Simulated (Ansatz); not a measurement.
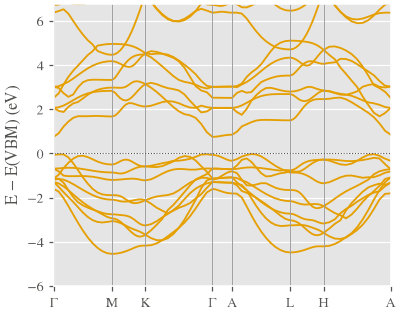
Fig. 1. Band structure from the program Ansatz at the PBE level (PAW)

The gap is 0.75 eV; an edge lies off the plotted path or next to a special point (maximum off the standard path, minimum at Γ).

The material is Bi$_{2}$Se$_{3}$ (La2O3 or Ni2Al3 type, P-3m1).

The cell is a constructed one: a structure type filled with these elements; neither database checked (COD, Materials Project) lists it. It is not the phase usual at ambient conditions (space group No. 166). The PBE relaxation kept the symmetry of its start; whether a distortion lowers the energy is not shown. Scalar-relativistic: spin–orbit coupling is off unless named, which matters more the heavier the elements.

Potentials: the later of the program's two PAW sets.
